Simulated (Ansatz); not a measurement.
```cif
data_structure
_symmetry_space_group_name_H-M 'P 1'
_symmetry_Int_Tables_number 1
_cell_length_a 7.8500
_cell_length_b 7.8500
_cell_length_c 7.8500
_cell_angle_alpha 90.000
_cell_angle_beta 90.000
_cell_angle_gamma 90.000
_cell_volume 483.74
loop_
_atom_site_label
_atom_site_type_symbol
_atom_site_fract_x
_atom_site_fract_y
_atom_site_fract_z
_atom_site_occupancy
Cs1 Cs 0.50000 0.00000 0.00000 1
Cs2 Cs 0.00000 0.50000 0.00000 1
Cs3 Cs 0.00000 0.00000 0.50000 1
Cs4 Cs 0.50000 0.50000 0.50000 1
Zn1 Zn 0.00000 0.00000 0.00000 1
```

Space group Pm-3m; a structure generated by program, which may or may not match a known phase; changed on purpose from its base cell (volume × 1.06).

Level of theory: DFT PBE, scalar-relativistic, plane waves, PAW in Ansatz 0.2.0.

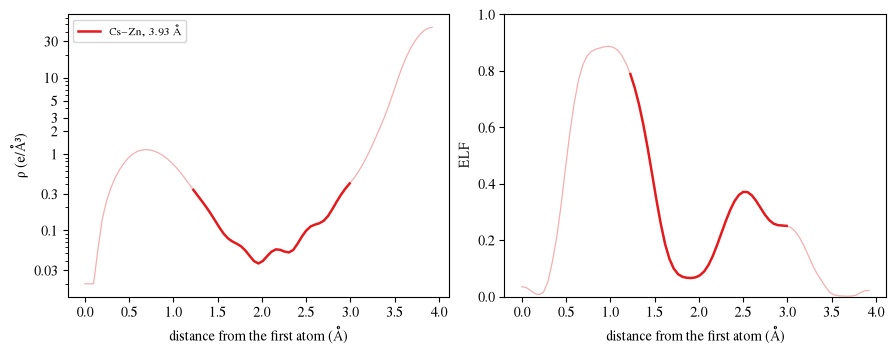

Cs₄Zn. Valence charge density (pseudo) and ELF along straight lines between neighbouring atoms. Thin, pale parts lie inside the atomic spheres.

In a PAW calculation such maps are meaningful between the atoms, not at the nuclei.

**What can be read from the curves?**

Cs–Zn (3.93 Å): ρ at the midpoint is about 0.04 e/Å³; the ELF is about 0.05 at the midpoint: no shared electron pair shows on this line.
